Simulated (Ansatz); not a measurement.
**BH3O (BH2(OH)): BCCD(T)/STO-3G**

Aim: the vertical ionisation energy of BH3O (BH2(OH)) at BCCD(T)/STO-3G, from 2 runs. 

Program for the calculation: Ansatz 0.2.0.

45 further runs of the same task are left out: 1 that didn't finish, 44 set aside as unsound or not needed.

### 1 The structure to begin with

BH3O has 5 atoms, charge 0, and is taken as a singlet. SMILES: `[H]B([H])O`. The coordinates come from a GFN2-xTB relaxation.

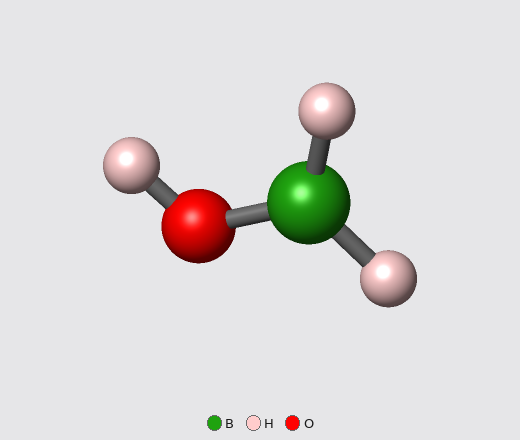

The structure, seen from a chosen angle (boron green, hydrogen pink, oxygen red).

### 2 A single-point energy at BCCD(T)/STO-3G

File in.yaml:

```yaml
basis:
  gaussian:
    orbitals: STO-3G
crystal:
  periodic: [false, false, false]
  atoms:
    - {symbol: B, position_ang: [0.270970, 0.302480, -0.108500]}
    - {symbol: H, position_ang: [1.403550, 0.390040, -0.395610]}
    - {symbol: H, position_ang: [-0.432910, 1.251360, -0.080700]}
    - {symbol: O, position_ang: [-0.159420, -0.918700, 0.174490]}
    - {symbol: H, position_ang: [-1.082200, -1.025180, 0.410320]}
scf:
  omitted_lower_state_checks: [cluster_reference, increment]
correlation:
  method: bccd_t
  frozen_orbitals: {B: 1, H: 0, O: 1}
accuracy: high
total_charge: 0
magnetization:
  spin_polarized: false
```

Run with:

```console
ansatz run in.yaml --threads 1 --pin off --max-ram 2610MiB --events-out events.jsonl --progress --plain --runs-dir runs
```

The program printed (excerpt; [...] marks lines left out):

```text
Warning: RAYON_NUM_THREADS=1 ignored (pool sized by the plan → 1); use --threads N
Functional definition: HF
  name "HF"
[...]
207 factors; integrals over basis functions are off by at most 3.1e-8 eV
[...]
mean field -2720.71360250 eV, -99.9843807258 hartree, gradient 7.1e-8 eV, S^2 0.000000; 0 other end points of the search recorded, 0 dependent functions left out
2 core orbitals not correlated: weight in the atoms' cores, before any rotation towards them, 1.000 or more for the frozen orbitals, at most 0.000 for the correlated occupied ones
reference -2720.71360250 eV, -99.9843807258 hartree; 6, 6 occupied and 5, 5 virtual orbitals, 207 factors
second order -2.23167308 eV of doubles, -0.00000000 eV of singles
cycle   1  -2.56679895 eV  change   -3.4e-1 eV  update   7.6e-2
[...]
cycle  20  -2.81778769 eV  change  -1.5e-10 eV  update  2.6e-10
perturbative correction -0.10874316 eV, -0.0039962373 hartree
Total energy: -2723.64013334 eV, -100.0919287506 hartree
Checks for a lower state left out: cluster_reference, increment
```

Run time: 0.14 s. Hardware: 1 thread of Arm Neoverse V1, shared host.

### 3 The doublet cation

File input.yaml:

```yaml
basis:
  gaussian: {orbitals: STO-3G}
crystal:
  periodic: [false, false, false]
  atoms:
    - {symbol: B, position_ang: [0.270970, 0.302480, -0.108500]}
    - {symbol: H, position_ang: [1.403550, 0.390040, -0.395610]}
    - {symbol: H, position_ang: [-0.432910, 1.251360, -0.080700]}
    - {symbol: O, position_ang: [-0.159420, -0.918700, 0.174490]}
    - {symbol: H, position_ang: [-1.082200, -1.025180, 0.410320]}
total_charge: 1
magnetization: {spin_polarized: true, initial_magnetization: 1}
correlation: {method: bccd_t, frozen_orbitals: {B: 1, H: 0, O: 1}}
accuracy: high
scf: {omitted_lower_state_checks: [cluster_reference, increment]}
```

Run with:

```console
ansatz run input.yaml --threads 1 --pin off --max-ram 2610MiB --events-out events.jsonl --progress --plain --runs-dir runs
```

The program printed (excerpt; [...] marks lines left out):

```text
Warning: RAYON_NUM_THREADS=1 ignored (pool sized by the plan → 1); use --threads N
Functional definition: HF
  name "HF"
[...]
207 factors; integrals over basis functions are off by at most 3.1e-8 eV
[...]
mean field -2711.23284797 eV, -99.6359694234 hartree, gradient 4.1e-8 eV, S^2 0.761534; 6 other end points of the search recorded, 0 dependent functions left out
2 core orbitals not correlated: weight in the atoms' cores, before any rotation towards them, 1.000 or more for the frozen orbitals, at most 0.000 for the correlated occupied ones
reference -2711.23284797 eV, -99.6359694234 hartree; 6, 5 occupied and 5, 6 virtual orbitals, 207 factors
second order -1.85586692 eV of doubles, -0.00000000 eV of singles
cycle   1  -2.28531025 eV  change   -4.3e-1 eV  update   7.5e-2
[...]
cycle  35  -2.77051577 eV  change  -3.6e-10 eV  update  6.2e-10
perturbative correction -0.13546030 eV, -0.0049780742 hartree
Total energy: -2714.13882405 eV, -99.7427620744 hartree
Checks for a lower state left out: cluster_reference, increment
```

It took 0.28 s on 1 thread of Arm Neoverse V1, shared host.

### 4 Outcome

At BCCD(T)/STO-3G, 2 core orbitals frozen:

| quantity | value |
| --- | --- |
| singlet BH3O: total energy | -100.09193 Eh |
| singlet BH3O: correlation energy (2 core orbitals frozen) | -107.5 mEh |
| singlet BH3O: (T) correction | -4.00 mEh |
| doublet cation: total energy | -99.74276 Eh |
| doublet cation: correlation energy (2 core orbitals frozen) | -106.8 mEh |
| doublet cation: (T) correction | -4.98 mEh |
| doublet cation: ⟨S²⟩ of the reference determinant | 0.762 |
| vertical ionisation energy (to the doublet cation) | 9.501 eV |

What this shows: The vertical ionisation energy comes to 9.50 eV (917 kJ/mol). In a minimal basis such a difference can be off by several eV, whatever the method. The triples (singlet BH3O) make up 3.7 % of the correlation energy. The triples (doublet cation) make up 4.7 % of the correlation energy.
